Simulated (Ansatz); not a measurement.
# How many bands does the GW gap of VBiO4 (I4_1/a) need?

Aim: see how the G0W0 gap of VBiO4 (I4_1/a) on PBE moves with empty bands and screening cutoff, and what each rung costs.

Main program and level: Ansatz 0.2.0; G0W0 on PBE, plane waves, PAW; PAW set soft_1.

## 1. Starting point

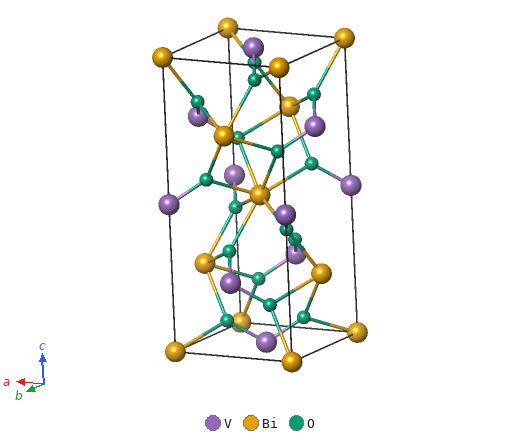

The starting structure, seen from a free direction (vanadium purple, bismuth orange, oxygen teal). This picture shows the conventional cell, with its axes. Some periodic images of atoms are drawn too.

Coordinates:

```cif
data_structure
_symmetry_space_group_name_H-M 'I4_1/a:1'
_symmetry_Int_Tables_number 88
_cell_length_a 5.1221
_cell_length_b 5.1221
_cell_length_c 11.5921
_cell_angle_alpha 90.000
_cell_angle_beta 90.000
_cell_angle_gamma 90.000
_cell_volume 304.13
loop_
_atom_site_label
_atom_site_type_symbol
_atom_site_symmetry_multiplicity
_atom_site_Wyckoff_symbol
_atom_site_fract_x
_atom_site_fract_y
_atom_site_fract_z
_atom_site_occupancy
V1 V 4 b 0.50000 0.50000 0.00000 1
Bi1 Bi 4 a 0.00000 0.00000 0.00000 1
O1 O 16 f 0.14103 0.74998 0.42087 1
```

The cell and positions are those that the Materials Project relaxed with its own functionals (PBE, PBE+U or r2SCAN), kept fixed. Spin-orbit coupling is left out unless a step names it.

## 2. 137 empty bands, screening to 54 eV

Now the one-shot GW correction: screening in the RPA, then the self-energy of the levels asked for. This step takes PAW set soft_1 files.

Input file input.yaml:

```yaml
crystal:
  lattice:
    - [-2.56105292, 2.56105292, 5.7960647]
    - [2.56105292, -2.56105292, 5.7960647]
    - [2.56105292, 2.56105292, -5.7960647]
  atoms:
    - { symbol: V, position: [0.5, 0.5, 0.0] }
    - { symbol: V, position: [0.25, 0.75, 0.5] }
    - { symbol: Bi, position: [0.0, 0.0, 0.0] }
    - { symbol: Bi, position: [0.75, 0.25, 0.5] }
    - { symbol: O, position: [0.17085109, 0.56190276, 0.89100626] }
    - { symbol: O, position: [0.31190276, 0.9208965, 0.89105167] }
    - { symbol: O, position: [0.02984483, 0.42085109, 0.10894833] }
    - { symbol: O, position: [0.6708965, 0.27984483, 0.10899374] }
    - { symbol: O, position: [0.0791035, 0.97015517, 0.39100626] }
    - { symbol: O, position: [0.72015517, 0.82914891, 0.39105167] }
    - { symbol: O, position: [0.57914891, 0.68809724, 0.60899374] }
    - { symbol: O, position: [0.43809724, 0.3291035, 0.60894833] }
kpoints:
  mp_grid: { grid: [4, 4, 4] }
hamiltonian:
  xc: pbe
  pseudopotentials: { kind: paw, azcp: { folder: soft_1 } }
scf:
  occupations: { method: fixed }
gw:
  n_empty_bands: 137
  ecut_chi: 54
  qp_bands: [v4, c4]
  qp_kpoints: band_edges
  screening: { model: contour_deformation }
```

Run with:

```
ansatz run input.yaml --threads 2 --pin off --max-ram 92160MiB --backend cuda --events-out ev --progress --plain --runs-dir out --devices 1 --max-vram 13GiB
```

Numbers of over 12 decimals in the logs are rounded to 6 here.

Log:

```text
GPUs: using 1 of 1 available (devices: 1).
Engine: ansatz 0.2.0, x86_64-unknown-linux-gnu
Pseudopotentials: kind: paw
Pseudopotential: V, paw, valence charge 13, recommended cutoff 420 eV (normal), soft_1/V.paw.azcp
Pseudopotential: Bi, paw, valence charge 15, recommended cutoff 420 eV (normal), soft_1/Bi.paw.azcp
Pseudopotential: O, paw, valence charge 6, recommended cutoff 420 eV (normal), soft_1/O.paw.azcp
Functional definition: PBE
  parameter kappa = 0.804
  parameter beta = 0.066725
  exchange = pbe_x(kappa = kappa, mu = beta*pi^2/3)
  correlation = pbe_c(beta = beta)
device memory: the entry about to start is reckoned to put 3.0 GiB on a device that reports 52.1 GiB free (of which the cap on the GPU budget leaves the run 13.0 GiB)
GPU FFT provider: cuFFT
GPU libraries: cuBLAS 13.8.2, cuFFT 12.4.0, cuSOLVER 12.3.4
Crystal: 12 atoms, lattice volume = 152.065 Å³
Basis set: ecut = 420 eV, 2995 PW (Γ)
Bands: 64, of which v1, the nominal top of the filled ones, is band 52 counted from 1 (51 counted from 0)
Symmetry: 8 space group operations
Space group: I41/a (ITA 88), of the structure as read, at distance tolerance 5.3e-5 Å
k-points: 14 of 64
Non-local potential: V, projectors of the file, l = 0: 3, l = 1: 2, l = 2: 3, l = 3: 1
Non-local potential: Bi, projectors of the file, l = 0: 2, l = 1: 2, l = 2: 2, l = 3: 1
Non-local potential: O, projectors of the file, l = 0: 2, l = 1: 2, l = 2: 1
PAW form: soft (Blöchl's): semilocal exchange-correlation on the pseudo side does not see the compensation charge
PAW one-centre angular grid: V, 590 points (default); XC on 64 Gauss nodes
PAW one-centre angular grid: Bi, 590 points (default); XC on 64 Gauss nodes
PAW one-centre angular grid: O, 110 points (default); XC on 64 Gauss nodes
Initial density: superposition of atomic densities (chi_scale 0.1, normalization cell, long waves kept (reshape's long-wave potential 0.01 eV rms))
Initial wavefunctions: pseudopotential atomic-orbital guess
GPU buffer pool allocated for 110592 grid points (all kernels)
GPU transforms: local potential and band sums: pruned to the plane-wave sphere, on 45×45×45
Functional: x = pbe(κ = 0.804, μ = 0.219515), c = pbe(β = 0.066725)
SCF iter   1: F=—  HF=-35169.242722 eV  |F-HF|=—  |Δ(HF+E_count)|=         —  Δρ=7.90e-2  dr2=1.66e1  ethr=3.10e-3  ⟨swp⟩=4.0  Hψ=2631  notcnv=0  defer=110
preconditioner: auto → Resta (q_TF=auto, 2.561 Å⁻¹)  ε∞=5.5  [insulator: Δε(μ)=1.398 eV  Ē_g=13.342 eV  n_scr=36 (ndim 8)  ℏωp=28.2 eV  f_vac=0.000  ε∞_Penn≈5.5]
SCF iter   2: F=—  HF=-35167.738403 eV  |F-HF|=—  |Δ(HF+E_count)|=    1.50e0  Δρ=7.33e-2  dr2=8.02e0  ethr=3.10e-3  ⟨swp⟩=3.0  Hψ=2186  notcnv=0  defer=122
SCF iter   3: F=—  HF=-35166.701474 eV  |F-HF|=—  |Δ(HF+E_count)|=    1.04e0  Δρ=3.51e-2  dr2=2.36e0  ethr=3.10e-3  ⟨swp⟩=2.8  Hψ=1697  notcnv=0  defer=125
SCF iter   4: F=—  HF=-35166.499087 eV  |F-HF|=—  |Δ(HF+E_count)|=   2.02e-1  Δρ=1.47e-2  dr2=4.10e-1  ethr=2.27e-3  ⟨swp⟩=2.0  Hψ=1052  notcnv=0  defer=136
SCF iter   5: F=—  HF=-35166.488908 eV  |F-HF|=—  |Δ(HF+E_count)|=   1.02e-2  Δρ=4.23e-3  dr2=2.98e-2  ethr=3.94e-4  ⟨swp⟩=2.0  Hψ=1136  notcnv=0  defer=138
SCF iter   6: F=—  HF=-35166.497843 eV  |F-HF|=—  |Δ(HF+E_count)|=   8.93e-3  Δρ=7.49e-4  dr2=1.18e-3  ethr=2.87e-5  ⟨swp⟩=2.0  Hψ=1161  notcnv=0  defer=140
SCF iter   7: F=—  HF=-35166.499102 eV  |F-HF|=—  |Δ(HF+E_count)|=   1.26e-3  Δρ=2.31e-4  dr2=1.13e-4  ethr=1.14e-6  ⟨swp⟩=2.0  Hψ=1267  notcnv=0  defer=139
SCF iter   8: F=—  HF=-35166.499149 eV  |F-HF|=—  |Δ(HF+E_count)|=   4.67e-5  Δρ=7.53e-5  dr2=1.08e-5  ethr=1.08e-7  ⟨swp⟩=2.0  Hψ=1155  notcnv=0  defer=100
SCF iter   9: F=—  HF=-35166.499152 eV  |F-HF|=—  |Δ(HF+E_count)|=   3.15e-6  Δρ=1.63e-5  dr2=4.92e-7  ethr=1.03e-8  ⟨swp⟩=2.1  Hψ=1126  notcnv=0  defer=95
SCF iter  10: F=-35166.499152 eV  HF=-35166.499152 eV  |F-HF|=1.86e-8  |Δ(HF+E_count)|=   2.33e-7  Δρ=4.03e-6  dr2=2.95e-8  ethr=9.62e-11  ⟨swp⟩=9.2  Hψ=3044  notcnv=0
SCF 1 converged in 10 iterations: F = -35166.499152 eV  dr2 = 2.95e-8
  greatest PAW one-centre occupation: 1.000 electrons in one spin orbital (limit 2), on the V atom at site 1 (counted from 0), in its partial waves of l = 0
device memory: the entry about to start is reckoned to put 3.6 GiB (of the 3.7 GiB reckoned in all, the device holds 0.1 GiB already) on a device that reports 52.0 GiB free (of which the cap on the GPU budget leaves the run 12.9 GiB)
NSCF: frozen V_eff on 14 k-points
the band table was solved once the SCF had ended and its energy, with any forces and stress, was formed, with the checks that follow a solve (3266 applications of the Hamiltonian). They found nothing against the state; the energy, forces and stress were not computed again (output.eigenvalues in the input reference)
device memory: the entry about to start is reckoned to put 2.8 GiB on a device that reports 52.0 GiB free (of which the cap on the GPU budget leaves the run 13.0 GiB)
NSCF: frozen V_eff on 14 k-points
G₀W₀ screening: q 1/14
[... further progress lines ...]
device memory: the entry about to start is reckoned to put 1.3 GiB on a device that reports 38.4 GiB free (of which the cap on the GPU budget leaves the run 13.0 GiB)
NSCF: frozen V_eff on 1 k-points
[...]
bands read: the sum over 189 bands ends inside a degenerate multiplet in 3 slots, whose members it reads at an even weight; the widest, k=2: bands 189 to 190 (counted from 1) at 1/2 each
  gw.qp_kpoints: band_edges: 14 of 14 stored k-points solved, in 1 pass; an edge of the gap read off the rows below is read off those points alone
  `?` marks the rows in doubt; gw_qp.tsv's column doubts and the gw_qp event give each row's grounds
    ik  band        ε_KS         Σx   Σc(E_QP)       V_xc       Z   E_QP_lin       E_QP  E_QP is
     0    49      7.8973   -23.7982     3.6083   -20.3640  0.7303     8.0708     8.0714  root
     0    50      8.1675   -25.6311     5.0651   -20.5799  0.7169     8.1814     8.1814  root
     0    51      8.1675   -25.6311     5.0651   -20.5799  0.7169     8.1814     8.1814  root
     0    52      8.3826   -25.8368     4.6053   -21.3616  0.7288     8.5123     8.5126  root
     0    53     11.2350   -15.9519    -5.4209   -23.0568  0.7274    12.9963    12.9189  root
     0    54     11.6956   -16.6054    -5.4305   -23.7569  0.7220    13.5070    13.4165  root
     0    55     11.9455   -17.2094    -5.9528   -24.8968  0.6932    13.8176    13.6801  root ?
     0    56     12.2137   -17.4396    -5.8089   -24.9346  0.6922    14.0269    13.8997  root ?
     1    49      7.7335   -25.2343     5.0781   -20.1320  0.7111     7.7094     7.7094  root
     1    50      7.8526   -25.5543     5.1577   -20.3896  0.7124     7.8457     7.8457  root
     1    51      8.2473   -25.8204     5.0186   -20.8574  0.7186     8.3027     8.3028  root
     1    52      8.7475   -24.1864     3.3952   -21.0594  0.7436     9.0145     9.0156  root
     1    53     11.4027   -15.8116    -5.3796   -22.8357  0.7290    13.1239    13.0472  root
     1    54     11.4819   -16.6560    -5.3465   -23.6584  0.7168    13.2262    13.1379  root
     1    55     11.5959   -16.0297    -5.4256   -23.0953  0.7188    13.3214    13.2359  root
     1    56     11.9156   -16.9741    -5.6644   -24.3645  0.7059    13.7562    13.6416  root ?
     2    49      7.9235   -25.4550     5.0766   -20.3864  0.7132     7.9315     7.9315  root
     2    50      7.9235   -25.4550     5.0766   -20.3864  0.7132     7.9315     7.9315  root
     2    51      8.5614   -24.5297     3.6950   -21.0282  0.7443     8.7542     8.7548  root
     2    52      8.5614   -24.5297     3.6950   -21.0282  0.7443     8.7542     8.7548  root
     2    53     11.6199   -16.7281    -5.6578   -24.0805  0.7063    13.4237    13.3144  root ?
     2    54     11.6199   -16.7281    -5.6578   -24.0805  0.7063    13.4237    13.3144  root ?
     2    55     11.8655   -16.1130    -5.4308   -23.2094  0.7218    13.6182    13.5311  root
     2    56     11.8655   -16.1130    -5.4308   -23.2094  0.7218    13.6182    13.5311  root
     3    49      8.0169   -25.6115     4.8113   -20.8756  0.7203     8.0923     8.0924  root
     3    50      8.0381   -25.2222     4.8526   -20.3879  0.7200     8.0564     8.0564  root
     3    51      8.1240   -25.5843     4.8950   -20.7448  0.7173     8.1795     8.1796  root
     3    52      8.4390   -24.3165     3.6562   -20.8819  0.7361     8.6597     8.6605  root
     3    53     11.2727   -15.9107    -5.4281   -23.0017  0.7281    13.0125    12.9356  root
[...]
3    55     11.7479   -16.7709    -5.6469   -24.1117  0.7055    13.5514    13.4418  root ?
     3    56     11.8887   -16.8824    -5.4820   -24.0477  0.7105    13.6748    13.5720  root ?
[...]
4    56     11.8595   -16.8502    -5.7208   -24.2983  0.7056    13.6989    13.5867  root ?
[...]
5    55     11.8467   -16.8088    -5.6333   -24.1723  0.7095    13.6831    13.5770  root ?
[...]
6    56     11.8583   -16.9912    -5.6922   -24.4313  0.7074    13.7170    13.6062  root ?
[...]
7    55     11.7816   -16.6888    -5.7554   -24.1458  0.7055    13.5944    13.4831  root ?
     7    56     12.0222   -17.0595    -5.6714   -24.4635  0.7049    13.8700    13.7549  root ?
[...]
8    53     11.6106   -16.6864    -5.6685   -24.0485  0.7069    13.4130    13.3041  root ?
     8    54     11.6106   -16.6864    -5.6685   -24.0485  0.7069    13.4130    13.3041  root ?
[...]
9    54     11.7364   -16.8744    -5.6763   -24.2799  0.7100    13.5764    13.4657  root ?
     9    55     11.8455   -17.0179    -5.9225   -24.6788  0.6981    13.7112    13.5839  root ?
     9    56     12.2106   -17.3808    -5.8867   -25.0006  0.6946    14.0761    13.9438  root ?
[...]
10    55     11.7488   -16.6213    -5.6638   -24.0036  0.7118    13.5703    13.4673  root ?
    10    56     12.0122   -17.0528    -5.7553   -24.5507  0.7041    13.8715    13.7548  root ?
[...]
11    56     11.8809   -16.9968    -5.6111   -24.3420  0.7081    13.7240    13.6149  root ?
[...]
12    51      8.2853   -25.1437     4.2975   -20.9945  0.7278     8.4332     8.4336  root
    12    52      8.3791   -24.9922     4.0388   -21.1321  0.7356     8.5573     8.5578  root
    12    53     11.3058   -16.1981    -5.3696   -23.2174  0.7197    13.0392    12.9554  root
    12    54     11.6983   -16.8465    -5.7284   -24.2806  0.7047    13.5153    13.4040  root ?
    12    55     11.9007   -16.9267    -5.8520   -24.5381  0.7043    13.7776    13.6601  root ?
    12    56     11.9285   -16.1329    -5.4212   -23.1987  0.7224    13.6587    13.5732  root
    13    49      7.8879   -25.1066     4.3607   -20.8845  0.7234     8.0261     8.0265  root
    13    50      7.8879   -25.1066     4.3607   -20.8845  0.7234     8.0261     8.0265  root
    13    51      8.1049   -25.6322     5.0293   -20.6261  0.7152     8.1281     8.1281  root
    13    52      8.1049   -25.6322     5.0293   -20.6261  0.7152     8.1281     8.1281  root
    13    53     11.7739   -17.0069    -5.8059   -24.5359  0.7022    13.6197    13.4970  root ?
    13    54     11.7739   -17.0069    -5.8059   -24.5359  0.7022    13.6197    13.4970  root ?
    13    55     11.8534   -16.8140    -5.7138   -24.2603  0.7090    13.6937    13.5859  root ?
    13    56     11.8534   -16.8140    -5.7138   -24.2603  0.7090    13.6937    13.5859  root ?
[key lines of the parts left out:]
SCF converged after 10 iterations
Free energy (F): -35166.499152 eV
Fermi energy:    8.798492 eV
```

Run time: 24 s. Hardware: 1 × NVIDIA H100 80GB HBM3 (shared by 6 runs) with 2 threads of AMD EPYC 7R13 (Zen 3), shared host; peak memory 1.3 GiB; 30 s of CPU time.

This step gave:

```yaml
bands_summed: 189
rpa_eps_infinity_on_this_mesh_eigenvalues: 6.167, 7.385, 7.385
plane_waves_in_the_screening_matrix: 131
q_points_in_the_mesh: 64
g0w0_gap_on_the_mesh: 3.622 eV
k_of_the_valence_top: 0.25, -0.25, 0.25
k_of_the_conduction_bottom: 0, -0.5, 0
starting_gap_on_the_mesh: 2.217 eV
z_at_the_valence_top: 0.7450
z_at_the_conduction_bottom: 0.7255
least_direct_g0w0_gap_on_the_computed_points: 3.623 eV
```

The gap on the mesh goes from 2.22 eV to 3.62 eV, a correction of +1.41 eV. Between the two edge states, bare exchange in place of the xc potential would open the gap by 10.42 eV, and correlation takes back 9.03 eV.

## 3. 387 empty bands, screening to 108 eV

Bands and screening cutoff are moved together, since each hides the error of the other.

Edit input.yaml of step 2 so:

```diff
@@ -26,4 +26,4 @@
 gw:
-  n_empty_bands: 137
-  ecut_chi: 54
+  n_empty_bands: 387
+  ecut_chi: 108
   qp_bands: [v4, c4]
```

Log:

```text
GPUs: using 1 of 1 available (devices: 1).
[...]
GPU FFT provider: cuFFT
GPU libraries: cuBLAS 13.8.2, cuFFT 12.4.0, cuSOLVER 12.3.4
Crystal: 12 atoms, lattice volume = 152.065 Å³
Basis set: ecut = 420 eV, 2995 PW (Γ)
Bands: 64, of which v1, the nominal top of the filled ones, is band 52 counted from 1 (51 counted from 0)
Symmetry: 8 space group operations
[...]
k-points: 14 of 64
[...]
GPU buffer pool allocated for 110592 grid points (all kernels)
[...]
SCF iter   1: F=—  HF=-35169.242722 eV  |F-HF|=—  |Δ(HF+E_count)|=         —  Δρ=7.90e-2  dr2=1.66e1  ethr=3.10e-3  ⟨swp⟩=4.0  Hψ=2631  notcnv=0  defer=110
[...]
SCF iter  10: F=-35166.499152 eV  HF=-35166.499152 eV  |F-HF|=1.86e-8  |Δ(HF+E_count)|=   2.33e-7  Δρ=4.03e-6  dr2=2.95e-8  ethr=9.62e-11  ⟨swp⟩=9.2  Hψ=3044  notcnv=0
SCF 1 converged in 10 iterations: F = -35166.499152 eV  dr2 = 2.95e-8
[...]
NSCF: frozen V_eff on 14 k-points
[...]
G₀W₀ screening: q 1/14
[... further progress lines ...]
[...]
SCF converged after 10 iterations
Free energy (F): -35166.499152 eV
[...]
Internal energy: -35166.499152 eV  (E = F + TS)
E sigma→0 (E₀):  -35166.499152 eV
Fermi energy:    8.798492 eV
[...]
--- Band table (eV; the first three rows and the last of 14) ---
  k-point 0: bands = [... 48 lower, 7.8973, 8.1675, 8.1675, 8.3826, 11.2350, 11.6956, 11.9455, 12.2137, ... 8 higher]
  k-point 1: bands = [... 48 lower, 7.7335, 7.8526, 8.2473, 8.7475, 11.4027, 11.4819, 11.5959, 11.9156, ... 8 higher]
  k-point 2: bands = [... 48 lower, 7.9235, 7.9235, 8.5614, 8.5614, 11.6199, 11.6199, 11.8655, 11.8655, ... 8 higher]
  k-point 13: bands = [... 48 lower, 7.8879, 7.8879, 8.1049, 8.1049, 11.7739, 11.7739, 11.8534, 11.8534, ... 8 higher]
[...]
0    49      7.8973   -23.7982     3.3223   -20.3640  0.7235     7.7851     7.7854  root
     0    50      8.1675   -25.6311     4.8488   -20.5799  0.7090     7.9642     7.9651  root
     0    51      8.1675   -25.6311     4.8488   -20.5799  0.7090     7.9642     7.9651  root
     0    52      8.3826   -25.8368     4.3503   -21.3616  0.7211     8.2574     8.2577  root
     0    53     11.2350   -15.9519    -5.8536   -23.0568  0.7212    12.5224    12.4863  root
     0    54     11.6956   -16.6054    -5.8619   -23.7569  0.7152    13.0273    12.9852  root
     0    55     11.9455   -17.2094    -6.3735   -24.8968  0.6841    13.3265    13.2594  root
     0    56     12.2137   -17.4396    -6.2500   -24.9346  0.6829    13.5311    13.4587  root
[...]
13    53     11.7739   -17.0069    -6.2303   -24.5359  0.6937    13.1296    13.0726  root
    13    54     11.7739   -17.0069    -6.2303   -24.5359  0.6937    13.1296    13.0726  root
    13    55     11.8534   -16.8140    -6.1328   -24.2603  0.7019    13.2183    13.1669  root
    13    56     11.8534   -16.8140    -6.1328   -24.2603  0.7019    13.2183    13.1669  root
```

Run time: 55 s. Hardware: 1 × NVIDIA H100 80GB HBM3 (shared by 6 runs) with 2 threads; peak memory 1.8 GiB.

This step gave:

```yaml
bands_summed: 439
rpa_eps_infinity_on_this_mesh_eigenvalues: 6.094, 7.300, 7.300
plane_waves_in_the_screening_matrix: 405
q_points_in_the_mesh: 64
g0w0_gap_on_the_mesh: 3.492 eV
k_of_the_valence_top: 0, 0.25, 0.25
k_of_the_conduction_bottom: 0, -0.5, 0
starting_gap_on_the_mesh: 2.217 eV
z_at_the_valence_top: 0.7366
z_at_the_conduction_bottom: 0.7183
least_direct_g0w0_gap_on_the_computed_points: 3.493 eV
```

Against the run with 4×4×4 mesh, 137 empty bands, screening to 54 eV, PAW set soft_1 files, the gap moves by −0.13 eV.

## 4. 833 empty bands, screening to 180 eV

Edit input.yaml of step 3 so:

```diff
@@ -26,4 +26,4 @@
 gw:
-  n_empty_bands: 387
-  ecut_chi: 108
+  n_empty_bands: 833
+  ecut_chi: 180.0
   qp_bands: [v4, c4]
```

Log:

```text
GPUs: using 1 of 1 available (devices: 1).
[...]
GPU FFT provider: cuFFT
GPU libraries: cuBLAS 13.8.2, cuFFT 12.4.0, cuSOLVER 12.3.4
Crystal: 12 atoms, lattice volume = 152.065 Å³
Basis set: ecut = 420 eV, 2995 PW (Γ)
Bands: 64, of which v1, the nominal top of the filled ones, is band 52 counted from 1 (51 counted from 0)
Symmetry: 8 space group operations
[...]
k-points: 14 of 64
[...]
0    56     12.2137   -17.4396    -6.4949   -24.9346  0.6773    13.2563    13.2138  root
[...]
13    53     11.7739   -17.0069    -6.4628   -24.5359  0.6885    12.8756    12.8400  root
    13    54     11.7739   -17.0069    -6.4628   -24.5359  0.6885    12.8756    12.8400  root
    13    55     11.8534   -16.8140    -6.3635   -24.2603  0.6973    12.9686    12.9363  root
    13    56     11.8534   -16.8140    -6.3635   -24.2603  0.6973    12.9686    12.9363  root
[key lines of the parts left out:]
SCF converged after 10 iterations
Free energy (F): -35166.499152 eV
Fermi energy:    8.798492 eV
```

Elapsed: 4.4 min, on 1 × NVIDIA H100 80GB HBM3 (shared by 6 runs) with 2 threads; peak memory 3.4 GiB.

Numbers from this step:

```yaml
bands_summed: 885
rpa_eps_infinity_on_this_mesh_eigenvalues: 6.049, 7.249, 7.249
plane_waves_in_the_screening_matrix: 841
g0w0_gap_on_the_mesh: 3.557 eV
k_of_the_valence_top: 0, 0.25, 0.25
k_of_the_conduction_bottom: 0, -0.5, 0
starting_gap_on_the_mesh: 2.217 eV
least_direct_g0w0_gap_on_the_computed_points: 3.559 eV
```

Against the run with 4×4×4 mesh, 387 empty bands, screening to 108 eV, PAW set soft_1 files, the gap moves by +0.06 eV.

(Part 1 of 2 ends here.)

[Paths, hosts, dates, memory and timing lines, banners, echoed tables and standing remarks are left out of the program output.]

[Logs are printed without paths, hosts, clocks, repeated set-up lines and the standing remarks that a program may print on its own settings, such as how far it seeks lower states.]

[Runs of the session that timed out or met a known fault of the program may be left out.]

[Cells called generated may have been cut or substituted from an entry of the Crystallography Open Database or the Materials Project.]

[Hosts, paths, dates, database ids (printed as entryN), source tags and the programs' standing remarks are cut or masked in the printed files.]
